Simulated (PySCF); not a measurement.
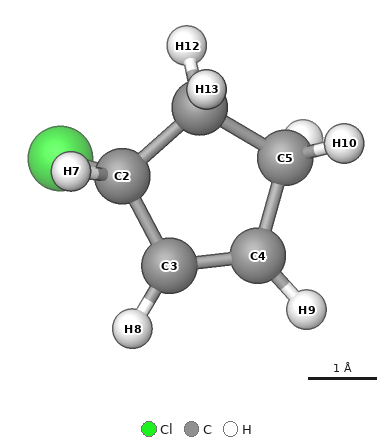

The structure as given in the input (ball-and-stick view, seen on its broad side; atoms are numbered from 1 in the order of the input). Bond lengths as drawn: C–C 1.32 to 1.54 Å, C–Cl 1.81 Å and C–H 1.08 to 1.09 Å.

# Two runs on C₅H₇Cl

System: C₅H₇Cl (3-chlorocyclopentene).
Method of run 1: GIAO HCTH407/pcSseg-1 NMR shielding, non-relativistic, IEF-PCM cyclohexane (PySCF 2.14.0).

The geometry comes from this level: GFN2-xTB. Text and figures count atoms from 1; the logs count them from 0 in places.

### Input file, run 1
```
{"job": {"kind": "nmr", "xc": "HCTH407", "basis": "pcSseg-1", "solvent": "cyclohexane", "pop": true}, "charge": 0, "multiplicity": 1}
Cl    -2.035513    -0.869594     1.250027
C     -1.107375    -0.416763    -0.237724
C     -0.830356     1.048168    -0.194225
C      0.435457     1.292515     0.106493
C      1.229263     0.035201     0.283356
C      0.282518    -1.058964    -0.235680
H     -1.739998    -0.735628    -1.065968
H     -1.612406     1.771614    -0.337950
H      0.880204     2.264132     0.231534
H      2.170286     0.061859    -0.266790
H      1.465905    -0.106578     1.340978
H      0.312764    -1.962174     0.369245
H      0.544861    -1.323303    -1.261025
```

The first line tells a small driver script what to run in PySCF; the rest is the geometry in Å.

Command:
```bash
OMP_NUM_THREADS=1 python <driver script> task.json out
```

Hardware: 1 CPU thread, shared host.

### Output (run 1)
```
coarse grid: 11400 points
cycle   1  E = -654.8536648850  dE =  5.547e-01  |g| = 4.820e-01  |ddm| = 3.279e+00
cycle   2  E = -654.8025297853  dE =  5.114e-02  |g| = 6.667e-01  |ddm| = 1.141e+00
cycle   3  E = -654.9178557323  dE = -1.153e-01  |g| = 7.934e-02  |ddm| = 6.892e-01
cycle   4  E = -654.9191404373  dE = -1.285e-03  |g| = 3.295e-02  |ddm| = 1.177e-01
cycle   5  E = -654.9193659885  dE = -2.256e-04  |g| = 1.517e-02  |ddm| = 4.071e-02
cycle   6  E = -654.9194211282  dE = -5.514e-05  |g| = 4.519e-03  |ddm| = 1.464e-02
cycle   7  E = -654.9194259268  dE = -4.799e-06  |g| = 1.412e-03  |ddm| = 5.146e-03
final grid: 105392 points
cycle   8  E = -654.9421667557  dE = -9.735e-05  |g| = 7.680e-03  |ddm| = 4.885e-02
cycle   9  E = -654.9421580141  dE =  8.742e-06  |g| = 9.171e-03  |ddm| = 1.574e-02
cycle  10  E = -654.9421766855  dE = -1.867e-05  |g| = 2.087e-03  |ddm| = 9.592e-03
cycle  11  E = -654.9421775706  dE = -8.851e-07  |g| = 9.466e-04  |ddm| = 2.481e-03
cycle  12  E = -654.9421778102  dE = -2.396e-07  |g| = 1.589e-04  |ddm| = 8.904e-04
cycle  13  E = -654.9421778161  dE = -5.892e-09  |g| = 3.560e-05  |ddm| = 1.737e-04
cycle  14  E = -654.9421778164  dE = -3.081e-10  |g| = 6.869e-06  |ddm| = 4.320e-05
converged SCF energy = -654.9421778164

GIAO shielding tensors (ppm)
atom      isotropic    diamagn.    paramagn.     s11        s22        s33       span
  0 Cl     725.650    1147.797    -422.147    490.723    624.641   1061.585    570.862
  1 C      110.453     245.810    -135.357     83.528    117.321    130.512     46.984
  2 C       50.066     251.835    -201.768    -49.578     63.518    136.259    185.837
  3 C       44.996     252.545    -207.550    -52.041     47.252    139.775    191.817
  4 C      146.841     246.790     -99.950    125.957    146.686    167.880     41.924
  5 C      144.584     245.640    -101.056    120.956    146.010    166.786     45.830
  6 H       26.443      29.506      -3.063     21.595     26.064     31.671     10.076
  7 H       25.621      31.138      -5.516     23.826     26.110     26.927      3.100
  8 H       25.462      30.536      -5.074     24.349     25.396     26.640      2.291
  9 H       29.158      28.918       0.240     24.725     27.230     35.519     10.793
 10 H       28.689      28.687       0.001     25.046     26.821     34.200      9.154
 11 H       29.416      29.359       0.057     25.330     29.036     33.881      8.551
 12 H       29.284      29.652      -0.367     24.060     27.855     35.938     11.878
```

The input of run 2 differs as follows (lines with − go, lines with + come):
```diff
-"xc": "HCTH407"
+"xc": "PBE0"
-"solvent": "cyclohexane"
-"pop": true
```

Predict how the results change.

The total energies belong to different models, so their difference says nothing on which is more stable or more accurate. The HOMO goes from −6.41 to −7.47 eV. The LUMO goes from −1.26 to −0.21 eV. The dipole moment goes from 2.55 to 2.38 D. Of all shieldings, the largest change is that of Cl1, by +15.7 ppm. The functional changes from HCTH407 to PBE0. The number of SCF iterations is the same.

### Output (run 2)
```
coarse grid: 11400 points
cycle   1  E = -654.4271925769  dE =  7.783e-01  |g| = 3.464e-01  |ddm| = 3.200e+00
cycle   2  E = -654.4278906099  dE = -6.980e-04  |g| = 3.676e-01  |ddm| = 6.940e-01
cycle   3  E = -654.4603611270  dE = -3.247e-02  |g| = 4.037e-02  |ddm| = 3.453e-01
cycle   4  E = -654.4605642213  dE = -2.031e-04  |g| = 2.910e-02  |ddm| = 6.493e-02
cycle   5  E = -654.4607675727  dE = -2.034e-04  |g| = 7.665e-03  |ddm| = 3.047e-02
cycle   6  E = -654.4607811942  dE = -1.362e-05  |g| = 1.831e-03  |ddm| = 7.747e-03
cycle   7  E = -654.4607818689  dE = -6.746e-07  |g| = 3.820e-04  |ddm| = 1.827e-03
final grid: 105392 points
cycle   8  E = -654.4965315656  dE = -3.316e-05  |g| = 7.490e-03  |ddm| = 2.896e-02
cycle   9  E = -654.4965239717  dE =  7.594e-06  |g| = 9.187e-03  |ddm| = 1.508e-02
cycle  10  E = -654.4965453083  dE = -2.134e-05  |g| = 9.745e-04  |ddm| = 9.011e-03
cycle  11  E = -654.4965454831  dE = -1.748e-07  |g| = 2.516e-04  |ddm| = 1.241e-03
cycle  12  E = -654.4965454974  dE = -1.428e-08  |g| = 7.069e-05  |ddm| = 2.674e-04
cycle  13  E = -654.4965454984  dE = -1.022e-09  |g| = 3.139e-05  |ddm| = 8.954e-05
cycle  14  E = -654.4965454986  dE = -2.462e-10  |g| = 6.120e-06  |ddm| = 2.907e-05
converged SCF energy = -654.4965454986

GIAO shielding tensors (ppm)
atom      isotropic    diamagn.    paramagn.     s11        s22        s33       span
  0 Cl     741.336    1146.454    -405.117    513.548    650.086   1060.376    546.829
  1 C      116.610     245.494    -128.885     91.463    123.543    134.823     43.360
  2 C       46.679     252.980    -206.301    -62.305     63.046    139.295    201.600
  3 C       42.870     253.659    -210.790    -63.996     49.412    143.192    207.188
  4 C      151.772     246.243     -94.472    130.013    152.401    172.901     42.889
  5 C      148.645     245.285     -96.640    123.884    150.343    171.708     47.824
  6 H       26.755      29.604      -2.848     21.773     26.286     32.206     10.433
  7 H       25.634      30.897      -5.263     23.742     26.096     27.064      3.323
  8 H       25.530      30.351      -4.821     24.235     25.371     26.985      2.750
  9 H       29.326      29.031       0.295     24.656     27.173     36.147     11.491
 10 H       28.823      28.548       0.275     25.009     26.798     34.661      9.651
 11 H       29.486      29.253       0.232     25.146     28.920     34.391      9.245
 12 H       29.421      29.580      -0.159     23.989     27.873     36.402     12.414
```

### The two runs side by side

```tsv
quantity	run 1	run 2
outcome	converged	converged
total energy (hartree)	−654.942178	−654.496545
HOMO (eV)	−6.41	−7.47
LUMO (eV)	−1.26	−0.21
dipole moment (D)	2.55	2.38
shielding of Cl1 (ppm)	725.6	741.3
shielding of C2 (ppm)	110.5	116.6
shielding of C3 (ppm)	50.1	46.7
shielding of C4 (ppm)	45.0	42.9
shielding of C5 (ppm)	146.8	151.8
shielding of C6 (ppm)	144.6	148.6
shielding of H7 (ppm)	26.4	26.8
SCF iterations	14	14
basis functions	144	144
wall time (shared host)	21 s	24 s
```
